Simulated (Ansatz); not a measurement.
Frozen-phonon scan for Os (hcp, Mg type)

Os (hcp, Mg type)

```xyz
4
Lattice="5.5097 0.0000 0.0000 -1.3774 2.3858 0.0000 0.0000 0.0000 4.3444" Properties=species:S:1:pos:R:3 pbc="T T T"
Os     0.0000     1.5905     3.2583
Os     2.7549     1.5905     3.2583
Os     1.3774     0.7953     1.0861
Os     4.1323     0.7953     1.0861
```

The atoms are displaced by Q × the pattern below (from a DFPT mode at M = (0.5, 0.0, 0.0), largest move 1; Q in Å), at fixed cell. (q is in reciprocal vectors of the primitive cell; the cell shown is doubled to hold the pattern.)

```json
[
 {"atom": "Os1", "x": "0.000", "y": "0.000", "z": "-1.000"},
 {"atom": "Os2", "x": "0.000", "y": "0.000", "z": "1.000"},
 {"atom": "Os3", "x": "0.000", "y": "0.000", "z": "-1.000"},
 {"atom": "Os4", "x": "0.000", "y": "0.000", "z": "1.000"}
]
```

The numbers are results of PBE (plane waves to 420 eV, PAW, scalar-relativistic; Ansatz, a quantum-chemistry and plane-wave program), not measurements. k mesh 19×19×11 (Γ-centred), Fermi-Dirac smearing 0.05 eV. The energy includes the smearing's −TS. With partly filled bands, energies and forces of such displacements shift with the k mesh and the smearing. Os is run without spin polarisation. Os was relaxed with its symmetry unable to fall. Spin-orbit coupling is left out, though Os is heavy. The PAW data are Ansatz's earlier set. The zero of ΔE is the undisplaced structure.

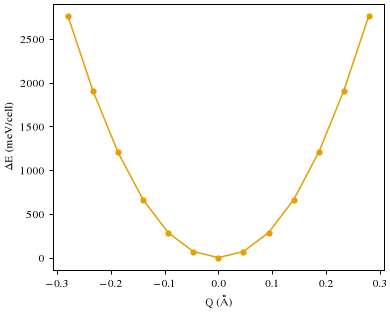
Figure. ΔE (meV/cell) against Q (Å); one marker a computed point.

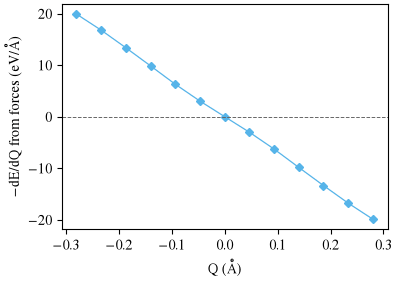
Figure. −dE/dQ from forces (eV/Å) against Q (Å); one marker a computed point.

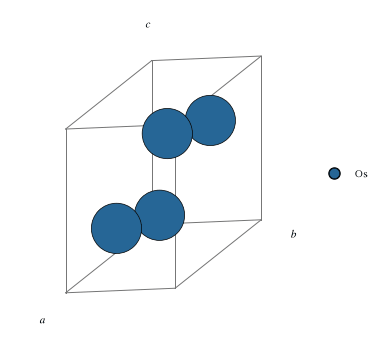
Figure: The cell of the calculation at Q = 0.280 Å.

The energy at Q = 0.280 Å is 2765 meV/cell. Wavenumber by perturbation theory (DFPT, on another k mesh): 151 cm⁻¹. Symmetry of the curve: even: the same for both signs. Shape of the curve: a single well with its minimum at or next to zero displacement. Harmonic wavenumber from the curvature (finite differences): 151 cm⁻¹.

E″ = 63.81 eV/Å², M = Σ mᵢ|uᵢ|² = 760.9 u, ν̃ = 521.5·√(|E″|/M).

(A displaced cell: forces are minus the slopes of the energy, force constants its curvatures, and phonons follow from these.)
